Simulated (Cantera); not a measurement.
Input: 1 mol TiC, 0.7 mol C, 4.7 mol N₂, equilibrated at 150 Pa.

Method: chemical equilibrium by Gibbs-energy minimisation in Cantera with the NASA 1993 tables (ideal gas, pure condensed phases). Candidate condensed phases: C, Ti, TiC, TiN; 13 gas species. TiC: taken at fixed stoichiometry. Kinetics and transport are ignored.

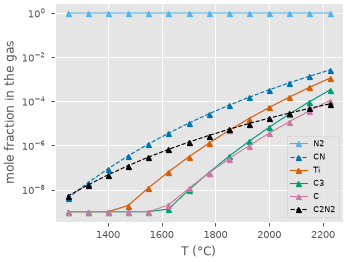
Figure: Equilibrium gas composition (values under 1e-9 drawn at 1e-9)

**Question.** Read off the mole fractions at 1550 °C.

**Answer.** N₂ about 1.00, CN about 1.2e-6, C₂N₂ about 2.9e-7, Ti about 1.2e-8.
